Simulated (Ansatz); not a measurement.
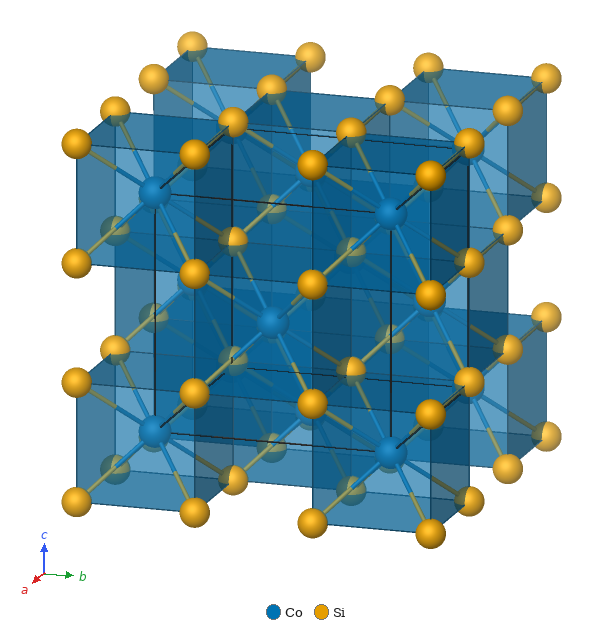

Crystal structure, polyhedral style, seen slightly off an axis. The conventional unit cell is drawn as a box. Some neighbours outside the box are added. Cell: a = 5.359 Å, b = 5.359 Å, c = 5.359 Å, α = 90.00°, β = 90.00°, γ = 90.00°.

Its composition is CoSi$_{2}$. It is face-centred cubic, space group Fm-3m (No. 225). Prototype: fluorite (CaF₂ type). One cell contains 4 Co, 8 Si, 12 atoms in all. The polyhedra are CoSi8 cubes; they share edges. The coordination shell of Co holds eight Si in a cubic arrangement at about 2.3 Å. The Si atoms are each bonded to four Co in a tetrahedral arrangement at about 2.3 Å. The bonds build a three-dimensional framework.

It goes back to a structure listed in the Materials Project. What is shown is the relaxed result from Ansatz 0.2.0, DFT PBE, scalar-relativistic, plane waves, PAW.
